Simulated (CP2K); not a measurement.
# CH5BFNOSi (SMILES [H]/N=C(/BO)[SiH2]F) at GFN2-xTB

Aim: the energy change on altering one bond length of CH5BFNOSi at GFN2-xTB, from 2 runs. 

The calculation is run with CP2K 2026.2.

3 further runs of the same task are left out: 3 set aside as unsound or not needed.

## Step 1: The system as given

The species is CH5BFNOSi (11 atoms), meant as a singlet with charge 0. SMILES: `[H]/N=C(/BO)[SiH2]F`. The shape comes from a force field and isn't a relaxed structure. This is one conformer, not always the lowest.

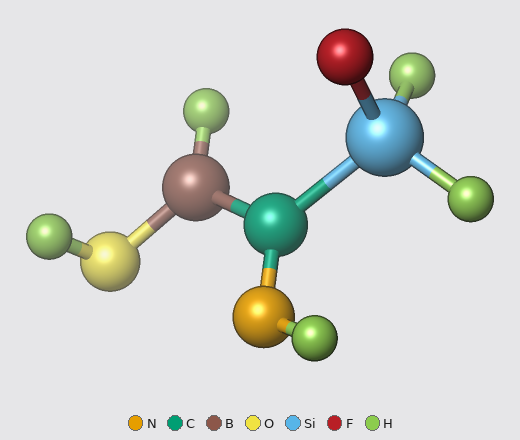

The structure, seen from a chosen angle (nitrogen amber, carbon teal, boron brown, oxygen yellow, silicon blue, fluorine red, hydrogen green).

## Step 2: Energy and gradient at GFN2-xTB

Contents of molecule.xyz:

```xyz
11

N      1.629000    -0.112500     0.516700
C      0.368100    -0.124500     0.074300
B     -0.737500    -0.918700     0.869300
O     -0.260000    -1.625300     2.098200
Si    -0.133100     0.795000    -1.464100
F     -0.640700     2.368400    -1.019200
H      2.333900     0.470700     0.011800
H     -1.785000    -0.939600     0.497200
H     -0.468200    -0.962000     2.872300
H      1.008000     0.897700    -2.346000
H     -1.249200     0.093700    -2.090000
```

Contents of qs.inp:

```
&FORCE_EVAL
   METHOD QS
   &DFT
      &QS
         METHOD XTB
         EPS_DEFAULT 1.0E-10
         &XTB
            GFN_TYPE TBLITE
            &TBLITE
               METHOD GFN2
            &END
            CHECK_ATOMIC_CHARGES F
         &END
      &END
      &POISSON
         PERIODIC NONE
         POISSON_SOLVER ANALYTIC
      &END
      &SCF
         SCF_GUESS ATOMIC
         EPS_SCF 1.0E-07
         MAX_SCF 150
         ADDED_MOS 2
         &DIAGONALIZATION
            ALGORITHM STANDARD
         &END
         &MIXING
            METHOD DIRECT_P_MIXING
            ALPHA 0.4
         &END
      &END
      &PRINT
         &MOMENTS
            PERIODIC F
            REFERENCE COM
            MAX_MOMENT 1
         &END
         &MO ON
            ENERGIES T
            OCCUPATION_NUMBERS T
            NDIGITS 6
            &EACH
               QS_SCF 0
            &END
            ADD_LAST NUMERIC
         &END
         &HIRSHFELD OFF
         &END
      &END
   &END
   &SUBSYS
      &CELL
         ABC 12.1 12 13.2
         PERIODIC NONE
      &END
      &TOPOLOGY
         COORD_FILE_NAME molecule.xyz
         COORD_FILE_FORMAT XYZ
         &CENTER_COORDINATES
         &END
      &END
   &END
   &PRINT
      &FORCES ON
      &END
   &END
&END

&GLOBAL
   PROJECT_NAME qs
   RUN_TYPE ENERGY_FORCE
   PRINT_LEVEL MEDIUM
&END
```

On the command line:

```sh
OMP_NUM_THREADS=1 cp2k.psmp -i qs.inp > qs.out 2>&1
```

The log of the run, cut to the lines that bear on the results:

```text
CP2K| version string:                                       CP2K version 2026.2
[...]
 GLOBAL| Method name                                                        CP2K
[...]
 GLOBAL| Run type                                                   ENERGY_FORCE
[...]
                             - Atoms:                                         11
[...]
                             - Spherical basis functions:                     34
[...]
 Number of electrons:                                                         34
[...]
  *** SCF run converged in    24 steps ***
[...]
  Fermi energy:                                                -0.34412736671987
[...]
 TB_DIPOLE| Moment [Debye]         -0.69954004       0.11453827      -1.11277486
 TB_DIPOLE| Derivative [a.u.]       0.00000000       0.00000000       0.00000000
[...]
 ENERGY| Total FORCE_EVAL ( QS ) energy [hartree]            -19.367700514943746
 FORCES| Atomic forces [hartree/bohr]
 FORCES|   Atom     x               y               z               |f|
 FORCES|      1 -5.07078274E-02  1.99687101E-03 -1.71261076E-02   5.35590778E-02
 FORCES|      2  6.77382397E-02  9.93086675E-04  2.61017889E-02   7.25999912E-02
 FORCES|      3  6.14748326E-02 -2.49979334E-02  5.64803085E-02   8.71440014E-02
 FORCES|      4 -3.76730980E-02  6.58435648E-02 -3.69545018E-03   7.59492837E-02
 FORCES|      5 -1.72704463E-02  3.33499485E-02 -6.56567956E-03   3.81260479E-02
 FORCES|      6  1.15522341E-02 -3.59831596E-02 -1.08202284E-02   3.93105486E-02
 FORCES|      7 -1.74047463E-02 -8.25549727E-03  2.08132584E-03   1.93755089E-02
 FORCES|      8 -3.16598988E-02 -3.51798607E-03 -6.25174405E-03   3.24624356E-02
 FORCES|      9  1.19289576E-02 -4.02332345E-02 -3.85390036E-02   5.69760299E-02
 FORCES|     10  3.07935697E-03  5.53621108E-03 -2.18077476E-03   6.69983963E-03
 FORCES|     11 -1.05760426E-03  5.26812882E-03  5.15564861E-04   5.39791767E-03
 FORCES| Sum    -1.45283091E-16 -2.86229374E-17  5.85469173E-17
 FORCES| Total atomic force                                       1.59229993E-16
[...]
```

Run time: 1.3 s. Hardware: 1 thread of Intel Xeon Platinum 8488C (Sapphire Rapids), shared host; peak memory 0.19 GiB.

## Step 3: The distorted shape at the same level

Contents of molecule.xyz:

```xyz
11

N      1.229584    -0.148448     0.825389
C     -0.031316    -0.160448     0.382989
B     -1.136916    -0.954648     1.177989
O     -0.659416    -1.661248     2.406889
Si    -0.532516     0.759052    -1.155411
F     -1.040116     2.332452    -0.710511
H      1.934484     0.434752     0.320489
H     -2.184416    -0.975548     0.805889
H     -0.867616    -0.997948     3.180989
H      1.008000     0.897700    -2.346000
H     -1.648616     0.057752    -1.781311
```

Contents of mol.inp:

```
&GLOBAL
 PROJECT_NAME mol
 RUN_TYPE ENERGY_FORCE
 PRINT_LEVEL MEDIUM
&END GLOBAL

&FORCE_EVAL
 METHOD Quickstep
 &DFT
  &QS
   METHOD XTB
   EPS_DEFAULT 1.0E-10
   &XTB
    GFN_TYPE TBLITE
    &TBLITE
     METHOD GFN2
    &END TBLITE
    CHECK_ATOMIC_CHARGES F
   &END XTB
  &END QS
  &POISSON
   PERIODIC NONE
   POISSON_SOLVER ANALYTIC
  &END POISSON
  &SCF
   SCF_GUESS ATOMIC
   EPS_SCF 1.0E-07
   MAX_SCF 150
   ADDED_MOS 2
   &DIAGONALIZATION
    ALGORITHM STANDARD
   &END DIAGONALIZATION
   &MIXING
    METHOD DIRECT_P_MIXING
    ALPHA 0.4
   &END MIXING
  &END SCF
  &PRINT
   &MOMENTS
    PERIODIC F
    REFERENCE COM
    MAX_MOMENT 1
   &END MOMENTS
   &MO ON
    ENERGIES T
    OCCUPATION_NUMBERS T
    NDIGITS 6
    &EACH
     QS_SCF 0
    &END EACH
    ADD_LAST NUMERIC
   &END MO
   &HIRSHFELD OFF
   &END HIRSHFELD
  &END PRINT
 &END DFT
 &SUBSYS
  &CELL
   ABC 12.1 12 13.5
   PERIODIC NONE
  &END CELL
  &TOPOLOGY
   COORD_FILE_NAME molecule.xyz
   COORD_FILE_FORMAT XYZ
   &CENTER_COORDINATES
   &END CENTER_COORDINATES
  &END TOPOLOGY
 &END SUBSYS
 &PRINT
  &FORCES ON
  &END FORCES
 &END PRINT
&END FORCE_EVAL
```

On the command line:

```sh
OMP_NUM_THREADS=1 cp2k.psmp -i mol.inp > mol.out 2>&1
```

The log of the run, cut to the lines that bear on the results:

```text
CP2K| version string:                                       CP2K version 2026.2
[...]
 GLOBAL| Method name                                                        CP2K
[...]
 GLOBAL| Run type                                                   ENERGY_FORCE
[...]
                             - Atoms:                                         11
[...]
                             - Spherical basis functions:                     34
[...]
 Number of electrons:                                                         34
[...]
  *** SCF run converged in    24 steps ***
[...]
  Fermi energy:                                                -0.34897304320455
[...]
 TB_DIPOLE| Moment [Debye]         -1.36065860      -0.04423988      -0.43784727
 TB_DIPOLE| Derivative [a.u.]       0.00000000       0.00000000       0.00000000
[...]
 ENERGY| Total FORCE_EVAL ( QS ) energy [hartree]            -19.333323155230801
 FORCES| Atomic forces [hartree/bohr]
 FORCES|   Atom     x               y               z               |f|
 FORCES|      1 -5.04059276E-02  2.04768001E-03 -1.62137611E-02   5.29890232E-02
 FORCES|      2  7.20209123E-02  3.65039750E-03  2.22484687E-02   7.54674206E-02
 FORCES|      3  6.12376769E-02 -2.53494971E-02  5.64124754E-02   8.70345762E-02
 FORCES|      4 -3.78719058E-02  6.66416698E-02 -4.78992797E-03   7.68006303E-02
 FORCES|      5  1.99368473E-02  3.73753704E-02 -3.53077677E-02   5.51455769E-02
 FORCES|      6  1.17896212E-02 -3.66438648E-02 -1.12542777E-02   4.01051962E-02
 FORCES|      7 -1.79313781E-02 -8.86484146E-03  1.89795802E-03   2.00928340E-02
 FORCES|      8 -3.20652445E-02 -3.73419472E-03 -6.08902267E-03   3.28511843E-02
 FORCES|      9  1.20333356E-02 -4.03093283E-02 -3.83244783E-02   5.69070185E-02
 FORCES|     10 -4.09128040E-02 -1.89440801E-03  3.27628217E-02   5.24485348E-02
 FORCES|     11  2.16886674E-03  7.08101674E-03 -1.34248850E-03   7.52642387E-03
 FORCES| Sum     2.14672030E-16  2.87964097E-16  3.79470760E-17
 FORCES| Total atomic force                                       3.61175002E-16
[...]
```

Wall time 1.3 s (1 thread of Intel Xeon Platinum 8488C (Sapphire Rapids), shared host); peak memory 0.19 GiB.

## Step 4: What came out

Level: GFN2-xTB.

```
                                                           quantity         value
                                          first shape: total energy  -19.36770 Eh
             first shape: dipole moment (from atomic charges alone)        1.32 D
                                           first shape: HOMO energy      -9.93 eV
                                           first shape: LUMO energy      -8.80 eV
                                         first shape: HOMO–LUMO gap       1.13 eV
                              first shape: largest force on an atom    4.481 eV/Å
                                      distorted shape: total energy  -19.33332 Eh
         distorted shape: dipole moment (from atomic charges alone)        1.43 D
                                       distorted shape: HOMO energy     -10.05 eV
                                       distorted shape: LUMO energy      -8.94 eV
                                     distorted shape: HOMO–LUMO gap       1.11 eV
                          distorted shape: largest force on an atom    4.475 eV/Å
energy change with the Si5–H10 bond stretched from 1.446 to 1.952 Å      0.935 eV
```

What this shows: With the Si5–H10 bond stretched from 1.446 to 1.952 Å the energy rises by 0.94 eV (90.3 kJ/mol). The first shape isn't relaxed at this level, so the change isn't measured from a minimum. The largest force (first shape) is 4.48 eV/Å: the shape isn't a stationary point for this species at this level. The dipole (first shape) comes from point charges on the atoms alone, without atomic dipoles, so it is partial. The dipole (distorted shape) comes from point charges on the atoms alone, without atomic dipoles, so it is partial.
